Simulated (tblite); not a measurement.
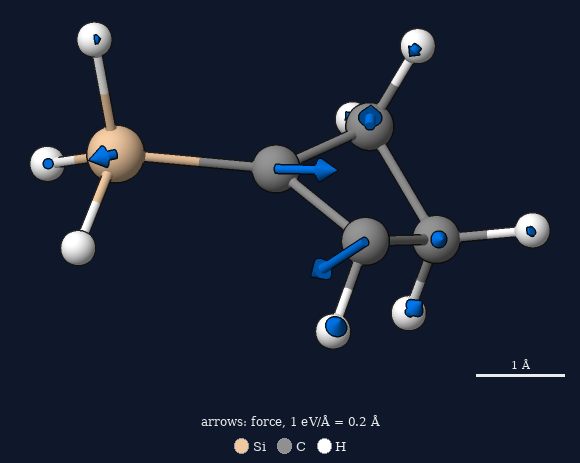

Starting geometry of C$_{4}$H$_{8}$Si (charge +1, multiplicity 2) with the computed forces as blue arrows. A ball-and-stick model, seen at a tilt.

Level of theory: GFN2-xTB geometry optimisation, gas phase (tblite). 

Question: What follows when this structure is relaxed?

Answer: It isn't relaxed: the largest force vector, on a C atom, is 5.13 eV/Å. The final displacements follow the starting forces only in part (cosine between the two patterns 0.47). Over 60 geometry steps the energy falls by 1.737 eV. The atom that moves furthest after the best rigid fit is a C atom (0.48 Å). Largest moves by element: C 0.48 Å, H 0.43 Å, Si 0.08 Å. Near-neighbour distances that change, for instance: C–C 1.486 → 1.328 Å, C–Si 1.850 → 1.964 Å, C–H 1.138 → 1.087 Å, C–H 1.104 → 1.071 Å. Bond angles that change, for instance: C–C–H 111.5° → 138.2°, C–C–H 109.5° → 132.8°, Si–C–C 140.6° → 127.3°. The run took 0.28 s on 1 thread of Arm Neoverse V1, on a shared host.
